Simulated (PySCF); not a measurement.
# C₆H₃F₃OS: excited states, first hyperpolarisability

Wanted: excited states, first hyperpolarisability for C₆H₃F₃OS (`O=C(c1cccs1)C(F)(F)F`).

Computed with PySCF 2.14.0 and routines of our own; the level stands in each step. Atoms count from 0.

## Step 1: The system as given

14 atoms, charge 0, multiplicity 1; geometry from: GFN2-xTB.

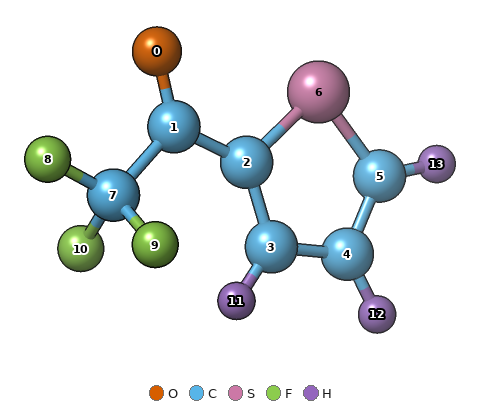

The starting geometry (oxygen orange, carbon blue, sulfur pink, fluorine green, hydrogen purple).

## Step 2: Relaxing the molecule at PBE0-D3(BJ)/def2-SVP

Job settings and geometry (Å):

```
{"job": {"xc": "PBE0", "basis": "def2-SVP", "d3": "d3bj", "grid": 2, "kind": "geom"}, "charge": 0, "multiplicity": 1}
O     -1.779273     1.990496     0.270644
C     -1.316475     0.876494     0.310600
C      0.075592     0.534107     0.273538
C      0.697337    -0.699450     0.316532
C      2.089534    -0.598035     0.256665
C      2.517102     0.699738     0.168244
S      1.238732     1.823869     0.156833
C     -2.272815    -0.350071     0.409330
F     -3.548517     0.015362     0.454412
F     -2.028823    -1.086122     1.507969
F     -2.129052    -1.175734    -0.642355
H      0.172479    -1.634329     0.388670
H      2.752935    -1.443482     0.277514
H      3.530565     1.046682     0.109261
```

Started as:

```console
$ OMP_NUM_THREADS=1 python excited_run.py task.json out
```

One launch serves the whole session: the jobs run in the order shown.

The program printed:

```text
step   0  E = -1002.05167311  max force = 0.017077
step   1  E = -1002.05331509  max force = 0.007814
step   2  E = -1002.05365298  max force = 0.004833
step   3  E = -1002.05374258  max force = 0.002855
step   4  E = -1002.05380504  max force = 0.001368
step   5  E = -1002.05381319  max force = 0.001626
step   6  E = -1002.05383606  max force = 0.000441
step   7  E = -1002.05384062  max force = 0.000294
optimisation converged
```

Wall time 1.8 min (1 thread of Intel Xeon 6975P-C, shared host); peak memory 0.89 GiB.

Along the way:

```csv
step,energy from step 0 (eV),largest force component (eV/Å)
0,0.0000,0.8781
1,-0.0447,0.4018
2,-0.0539,0.2485
3,-0.0563,0.1468
4,-0.0580,0.0703
5,-0.0582,0.0836
6,-0.0589,0.0227
7,-0.0590,0.0151
```

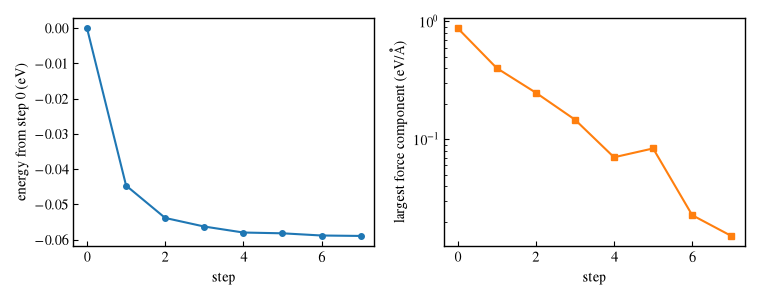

Energy and force, step by step.

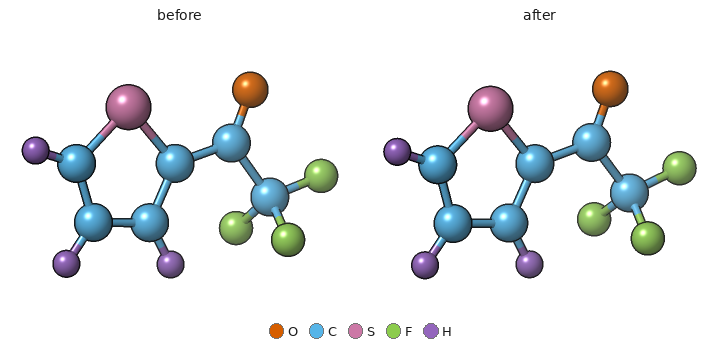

Before and after, at one scale.

Distances of close pairs at the start and the end, largest changes first:

| bond | before (Å) | after (Å) | change (Å) |
| --- | --- | --- | --- |
| C1–C2 | 1.434 | 1.457 | +0.023 |
| C5–H13 | 1.073 | 1.090 | +0.017 |
| C4–H12 | 1.075 | 1.090 | +0.015 |
| C3–H11 | 1.075 | 1.090 | +0.015 |
| C3–C4 | 1.397 | 1.412 | +0.015 |
| C2–S6 | 1.741 | 1.730 | -0.011 |
| C1–C7 | 1.558 | 1.548 | -0.011 |
| C7–F8 | 1.328 | 1.317 | -0.011 |

The final coordinates are the input of the step that follows.

```csv
at the end point,value
point group (found at 0.08 Å tolerance),Cs
"rotational constants (GHz, main isotopes)","2.053, 0.659, 0.546"
dipole moment (D),4.04
```

## Step 3: Excited states: TDA wB97X-D/aug-cc-pVDZ

Job settings and geometry (Å):

```
{"job": {"kind": "states", "xc": "wB97X-D", "basis": "aug-cc-pVDZ", "tda": true, "soc": true, "nstates": 6, "ntriplets": 5, "nquad": 4}, "charge": 0, "multiplicity": 1}
O     -1.739011     1.992900     0.187929
C     -1.319292     0.866883     0.294084
C      0.091589     0.506708     0.244319
C      0.705296    -0.731004     0.328988
C      2.111013    -0.642233     0.227014
C      2.537354     0.657351     0.067351
S      1.249094     1.775008     0.037085
C     -2.318327    -0.297206     0.498645
F     -3.557603     0.148302     0.528837
F     -2.066154    -0.936145     1.644736
F     -2.208723    -1.187371    -0.492771
H      0.156365    -1.663432     0.458704
H      2.785787    -1.497602     0.268908
H      3.563972     1.008918    -0.034537
```

With the program's defaults for keys left out, this is: TDA wB97X-D/aug-cc-pVDZ excited states, vertical, gas phase, spin-orbit mean-field couplings.

The program printed:

```text
coarse grid: 14344 points
cycle   1  E = -1002.9414058588  dE =  2.641e+00  |g| = 1.237e+00  |ddm| = 1.317e+01
cycle   2  E = -1002.5873805417  dE =  3.540e-01  |g| = 1.934e+00  |ddm| = 7.768e+00
cycle   3  E = -1003.2420086562  dE = -6.546e-01  |g| = 1.901e-01  |ddm| = 4.595e+00
cycle   4  E = -1003.2475590611  dE = -5.550e-03  |g| = 9.849e-02  |ddm| = 5.647e-01
cycle   5  E = -1003.2493890266  dE = -1.830e-03  |g| = 1.259e-02  |ddm| = 2.597e-01
cycle   6  E = -1003.2494419047  dE = -5.288e-05  |g| = 5.173e-03  |ddm| = 6.092e-02
cycle   7  E = -1003.2494530759  dE = -1.117e-05  |g| = 2.095e-03  |ddm| = 2.492e-02
cycle   8  E = -1003.2494550655  dE = -1.990e-06  |g| = 8.202e-04  |ddm| = 1.219e-02
final grid: 141136 points
cycle   9  E = -1003.2600919641  dE = -1.676e-04  |g| = 8.936e-03  |ddm| = 9.055e-01
cycle  10  E = -1003.2600942923  dE = -2.328e-06  |g| = 9.308e-03  |ddm| = 9.151e-02
cycle  11  E = -1003.2601090746  dE = -1.478e-05  |g| = 8.945e-04  |ddm| = 2.183e-02
cycle  12  E = -1003.2601091968  dE = -1.222e-07  |g| = 7.955e-04  |ddm| = 5.247e-03
cycle  13  E = -1003.2601093240  dE = -1.272e-07  |g| = 2.042e-04  |ddm| = 2.600e-03
cycle  14  E = -1003.2601093358  dE = -1.185e-08  |g| = 5.484e-05  |ddm| = 6.329e-04
cycle  15  E = -1003.2601093385  dE = -2.650e-09  |g| = 2.715e-05  |ddm| = 4.657e-04
cycle  16  E = -1003.2601093390  dE = -4.782e-10  |g| = 9.135e-06  |ddm| = 1.621e-04
converged SCF energy = -1003.2601093390

Singlet excitations
state   eV       nm        f     d(h-e)  d(exc)  Lambda  PR(NTO)  |dmu|/D   mu/D   main configurations
  1   4.0869   303.4   0.00034   1.022   2.593   0.459   1.006    2.518    1.760   H-2->L 0.90
  2   4.8555   255.3   0.19479   1.142   3.034   0.660   1.142    3.036    7.251   H->L 0.63, H-1->L 0.30
  3   5.2247   237.3   0.25633   0.906   3.001   0.624   1.159    2.253    6.472   H-1->L 0.63, H->L 0.29
  4   6.6943   185.2   0.00282   1.272   3.484   0.272   1.017    4.793    4.406   H->L+1 0.33, H->L+5 0.32, H->L+9 0.11
  5   6.7911   182.6   0.00267   0.735   2.873   0.435   1.195                     H-3->L 0.86
  6   6.8028   182.3   0.00156   0.957   2.986   0.320   1.095                     H-1->L+5 0.43, H-1->L+1 0.13, H-1->L+9 0.13

Triplet excitations (Tamm-Dancoff)
state   eV     d(h-e)  d(exc)  Lambda  PR(NTO)   main configurations
  1   3.1000   0.452   2.779   0.697   1.053   H->L 0.89
  2   3.5754   0.955   2.513   0.456   1.006   H-2->L 0.87, H-2->L+4 0.09
  3   3.8101   0.739   2.830   0.606   1.015   H-1->L 0.88
  4   5.2901   0.247   2.526   0.730   1.550   H->L+4 0.68, H-4->L 0.18
  5   6.1390   0.340   2.683   0.592   1.525   H-1->L+4 0.54, H-4->L 0.12, H-1->L+7 0.10
S1 - T1 = 0.9869 eV

Spin-orbit couplings |<S|Hso|T>| (cm-1)
             T1       T2       T3       T4       T5
S0        1.137   43.418    0.860    0.494    2.998
S1       17.838    0.165   17.303   24.650   12.548
S2        0.256   23.706    0.240    0.739    0.558
S3        0.054    7.581    0.442    0.277    0.502
S4       28.752    0.212   18.315   15.680    2.723
S5        9.420   13.335  104.338   24.600   12.068
S6       14.538    2.653   31.574    7.346   15.151
T1 sublevels (cm-1): 0.000 0.008 0.017   radiative rates (1/s): 0.107 0.0365 0.0227
```

Wall time 76 s (1 thread of Intel Xeon 6975P-C, shared host); peak memory 1.1 GiB.

In short:

| quantity | value |
| --- | --- |
| S1 less T1 | 0.99 eV |

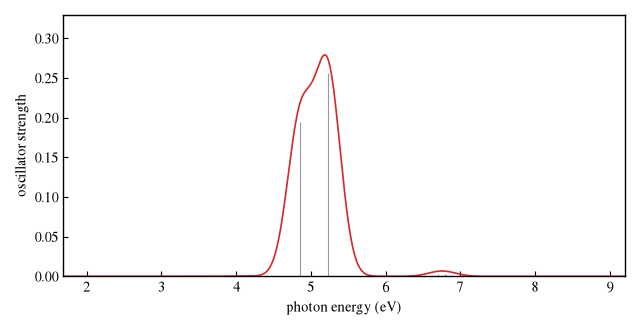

Absorption lines of the singlets. Lines are broadened to a width of 0.40 eV (Gaussian).

## Step 4: Excited states: TDDFT CAM-B3LYP/aug-cc-pVDZ

The job, as its differences from that of step 3:

```diff
@@ -1,2 +1,2 @@
-{"job": {"kind": "states", "xc": "wB97X-D", "basis": "aug-cc-pVDZ", "tda": true, "soc": true, "nstates": 6, "ntriplets": 5, "nquad": 4}, "charge": 0, "multiplicity": 1}
+{"job": {"kind": "states", "xc": "CAM-B3LYP", "basis": "aug-cc-pVDZ", "tpa": true, "nstates": 8, "nquad": 6, "ntriplets": 0}, "charge": 0, "multiplicity": 1}
 O     -1.739011     1.992900     0.187929
```

With the program's defaults for keys left out, this is: TDDFT CAM-B3LYP/aug-cc-pVDZ excited states, vertical, gas phase, two-photon moments by quadratic response.

The program printed:

```text
coarse grid: 14344 points
cycle   1  E = -1002.9429919245  dE =  2.576e+00  |g| = 1.218e+00  |ddm| = 1.508e+01
cycle   2  E = -1002.4632732536  dE =  4.797e-01  |g| = 2.085e+00  |ddm| = 8.796e+00
cycle   3  E = -1003.2272723144  dE = -7.640e-01  |g| = 2.179e-01  |ddm| = 5.649e+00
cycle   4  E = -1003.2342536553  dE = -6.981e-03  |g| = 1.137e-01  |ddm| = 7.340e-01
cycle   5  E = -1003.2366779273  dE = -2.424e-03  |g| = 1.400e-02  |ddm| = 2.669e-01
cycle   6  E = -1003.2367240052  dE = -4.608e-05  |g| = 6.223e-03  |ddm| = 6.136e-02
cycle   7  E = -1003.2367355652  dE = -1.156e-05  |g| = 2.471e-03  |ddm| = 2.374e-02
cycle   8  E = -1003.2367375792  dE = -2.014e-06  |g| = 8.408e-04  |ddm| = 1.172e-02
final grid: 141136 points
cycle   9  E = -1003.2496369510  dE = -2.626e-05  |g| = 4.518e-03  |ddm| = 2.343e-01
cycle  10  E = -1003.2496354477  dE =  1.503e-06  |g| = 5.492e-03  |ddm| = 3.514e-02
cycle  11  E = -1003.2496411604  dE = -5.713e-06  |g| = 6.422e-04  |ddm| = 1.560e-02
cycle  12  E = -1003.2496412342  dE = -7.379e-08  |g| = 3.294e-04  |ddm| = 1.992e-03
cycle  13  E = -1003.2496412553  dE = -2.102e-08  |g| = 8.844e-05  |ddm| = 1.027e-03
cycle  14  E = -1003.2496412575  dE = -2.286e-09  |g| = 2.667e-05  |ddm| = 4.424e-04
cycle  15  E = -1003.2496412578  dE = -3.108e-10  |g| = 1.455e-05  |ddm| = 1.494e-04
converged SCF energy = -1003.2496412578

Singlet excitations
state   eV       nm        f     d(h-e)  d(exc)  Lambda  PR(NTO)  |dmu|/D   mu/D   delta(TPA)   sigma/GM   main configurations
  1   4.0697   304.7   0.00029   1.020   2.595   0.457   1.008    2.496    1.816        0.09      0.001   H-2->L 0.89
  2   4.6193   268.4   0.18770   1.040   3.004   0.668   1.183    2.869    7.136      220.16      1.721   H->L 0.83, H-1->L 0.14
  3   4.9667   249.6   0.14478   0.899   3.000   0.607   1.190    2.471    6.729       31.74      0.287   H-1->L 0.83, H->L 0.14
  4   6.5547   189.2   0.00517   1.447   3.991   0.241   1.020    6.554    3.751       40.80      0.642   H->L+1 0.67
  5   6.7004   185.0   0.00303   1.030   3.238   0.283   1.093    3.987    4.487       23.36      0.384   H-1->L+5 0.26, H-1->L+1 0.24, H-1->L+9 0.15
  6   6.7781   182.9   0.00137   0.777   2.879   0.436   1.134    2.071    5.901        1.50      0.025   H-3->L 0.88
  7   6.8351   181.4   0.00110   0.571   3.677   0.274   1.076                                            H->L+5 0.36, H->L+1 0.18, H->L+2 0.15
  8   6.9154   179.3   0.04448   0.146   3.101   0.673   1.197                                            H->L+4 0.74, H-1->L+4 0.15
```

Run time: 1.7 min. Hardware: 1 thread of Intel Xeon 6975P-C, shared host; peak memory 1.2 GiB.

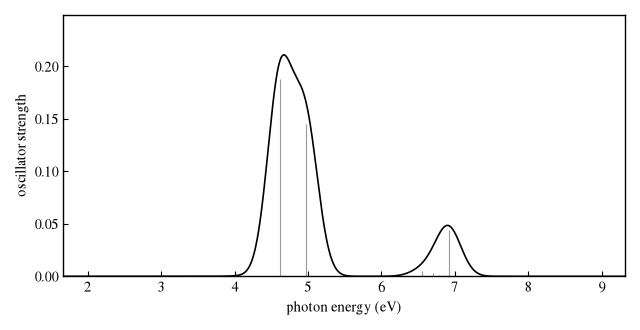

Absorption lines of the singlets. Lines are broadened to a width of 0.40 eV (Gaussian).

## Step 5: First hyperpolarisability: quadratic response CAM-B3LYP/aug-cc-pVDZ

The job, as its differences from that of step 4:

```diff
@@ -1,2 +1,2 @@
-{"job": {"kind": "states", "xc": "CAM-B3LYP", "basis": "aug-cc-pVDZ", "tpa": true, "nstates": 8, "nquad": 6, "ntriplets": 0}, "charge": 0, "multiplicity": 1}
+{"job": {"kind": "beta", "xc": "CAM-B3LYP", "basis": "aug-cc-pVDZ"}, "charge": 0, "multiplicity": 1}
 O     -1.739011     1.992900     0.187929
```

With the program's defaults for keys left out, this is: quadratic response CAM-B3LYP/aug-cc-pVDZ first hyperpolarisability, Taylor convention, gas phase.

The program printed:

```text
coarse grid: 14344 points
cycle   1  E = -1002.9429919245  dE =  2.576e+00  |g| = 1.218e+00  |ddm| = 1.508e+01
cycle   2  E = -1002.4632732536  dE =  4.797e-01  |g| = 2.085e+00  |ddm| = 8.796e+00
cycle   3  E = -1003.2272723144  dE = -7.640e-01  |g| = 2.179e-01  |ddm| = 5.649e+00
cycle   4  E = -1003.2342536553  dE = -6.981e-03  |g| = 1.137e-01  |ddm| = 7.340e-01
cycle   5  E = -1003.2366779273  dE = -2.424e-03  |g| = 1.400e-02  |ddm| = 2.669e-01
cycle   6  E = -1003.2367240052  dE = -4.608e-05  |g| = 6.223e-03  |ddm| = 6.136e-02
cycle   7  E = -1003.2367355652  dE = -1.156e-05  |g| = 2.471e-03  |ddm| = 2.374e-02
cycle   8  E = -1003.2367375792  dE = -2.014e-06  |g| = 8.408e-04  |ddm| = 1.172e-02
final grid: 141136 points
cycle   9  E = -1003.2496369510  dE = -2.626e-05  |g| = 4.518e-03  |ddm| = 2.343e-01
cycle  10  E = -1003.2496354477  dE =  1.503e-06  |g| = 5.492e-03  |ddm| = 3.514e-02
cycle  11  E = -1003.2496411604  dE = -5.713e-06  |g| = 6.422e-04  |ddm| = 1.560e-02
cycle  12  E = -1003.2496412342  dE = -7.378e-08  |g| = 3.294e-04  |ddm| = 1.992e-03
cycle  13  E = -1003.2496412552  dE = -2.102e-08  |g| = 8.844e-05  |ddm| = 1.027e-03
cycle  14  E = -1003.2496412575  dE = -2.293e-09  |g| = 2.667e-05  |ddm| = 4.424e-04
cycle  15  E = -1003.2496412578  dE = -3.074e-10  |g| = 1.455e-05  |ddm| = 1.494e-04
converged SCF energy = -1003.2496412578

Lowest singlets (eV, f): 4.0697 0.0003  4.6193 0.1877  4.9667 0.1448

First hyperpolarisability (au)
process     nm      |vector|   parallel      HRS      DR
static         -      219.49     131.63     127.79   2.546
shg       1907.0      260.86     156.52     145.14   2.721
eope      1907.0      232.40     139.42          -       -
shg       1064.0      388.94     232.71     198.38   3.173
eope      1064.0      264.09     158.45          -       -
```

Wall time 78 s (1 thread of Intel Xeon 6975P-C, shared host); peak memory 1.2 GiB.

## Step 6: Results

| quantity | value |
| --- | --- |
| point group | Cs |
| rotational constants (main isotopes) | 2.05, 0.66, 0.55 GHz |
| S1 less T1 (step 3, TDA wB97X-D/aug-cc-pVDZ) | 0.99 eV |
| β vector (step 5, quadratic response CAM-B3LYP/aug-cc-pVDZ) | static 219, SHG 1907.0 nm 261, SHG 1064.0 nm 389 au |

**Reading.** Over 7 steps the energy fell by 0.059 eV; of the close pairs, C1–C2 changed most, 1.434 to 1.457 Å. In step 3, the number of triplets below S1 is 3, and the largest singlet-triplet spin-orbit coupling is S5–T3, 104.34 cm⁻¹. β grows from 219 au (static) to 389 au for doubling at 1064.0 nm: normal dispersion, which grows as twice the photon energy moves toward the bright states.
